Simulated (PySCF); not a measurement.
Zr(Cl)4, SMILES [Cl][Zr]([Cl])([Cl])[Cl] at its PBE0/def2-SVP optimised geometry (Å):

```
5

Zr    -0.7733    -1.0946     0.0000
Cl    -1.5499    -2.1908     1.8949
Cl     1.5496    -1.0946     0.0000
Cl    -1.5440    -2.1890    -1.8980
Cl    -1.5496     1.0946     0.0000
```

Method: PBE0/def2-TZVP, def2 effective core potentials past Kr (PySCF). The core electrons that the potentials of Zr replace are not part of the density.

Map of the electrostatic potential (hartree/e), clipped to [-0.08, 0.12] on the plane z = 0.8 Å:

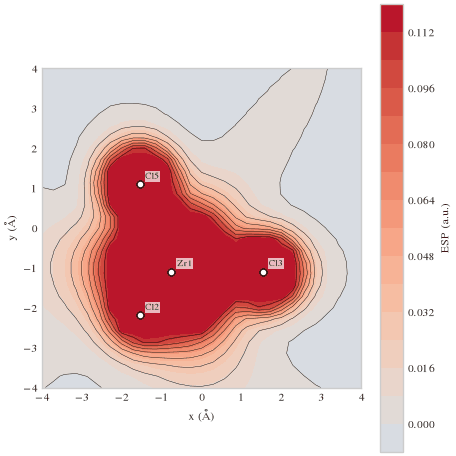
Figure. Electrostatic potential (hartree/e), clipped to [-0.08, 0.12] on the plane z = 0.8 Å.
